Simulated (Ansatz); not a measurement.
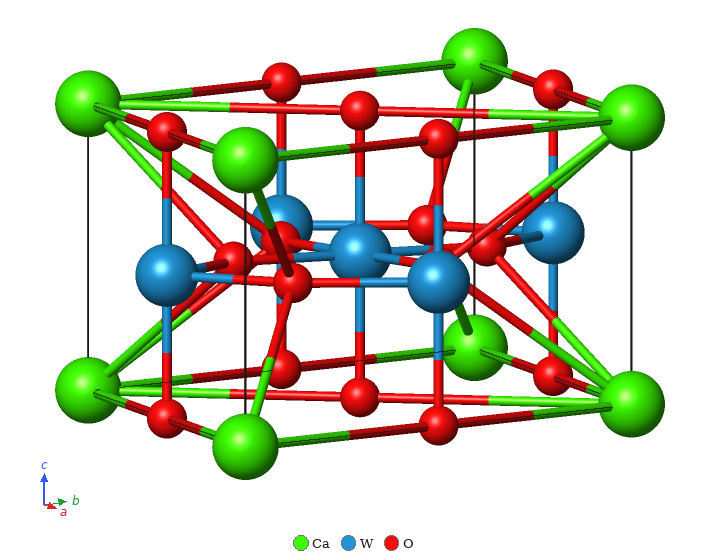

The crystal in a ball-and-stick representation, seen slightly off an axis. Thin lines show the conventional unit cell, with boundary atoms drawn in all their periodic places.

CaW₃O₉, space group P6/mmm (No. 191), a = 7.424 Å, b = 7.424 Å, c = 3.826 Å, α = 90.00°, β = 90.00°, γ = 120.00°. The cell started as a structure type filled with these elements by a generator (whether the compound takes this form wasn't checked). Earlier steps of the study may have refined or changed the cell and positions. It went into a calculation with Ansatz.

This one geometry was computed with Ansatz (DFT, plane waves, PAW) at three levels of theory: r2SCAN, PBE and PBE+U (U_eff = 6.20 eV on W d).

Which level gives the highest pressure at this volume, and what does that say about its equilibrium volume?

Answer. Highest: PBE+U (U_eff = 6.20 eV on W d) (1.2 GPa), which points to the largest equilibrium volume. Lowest, with the smallest volume: r2SCAN (-4.9 GPa). Levels within 0.5 GPa of each other can't be told apart.

How does the band gap change with the level of theory?

Answer. All levels give a metal.

Collect the results in a table.

Answer.
| level | cutoff (eV) | k-mesh of the run's cell | gap (eV) | pressure (GPa) |
| --- | --- | --- | --- | --- |
| r2SCAN | 500 | 6×6×10 | metal | -4.9 |
| PBE | 420 | 6×6×10 | metal | 0.0 |
| PBE+U (U_eff = 6.20 eV on W d) | 420 | 6×6×10 | metal | 1.2 |

Gaps are taken on the k-mesh or band path of each run.
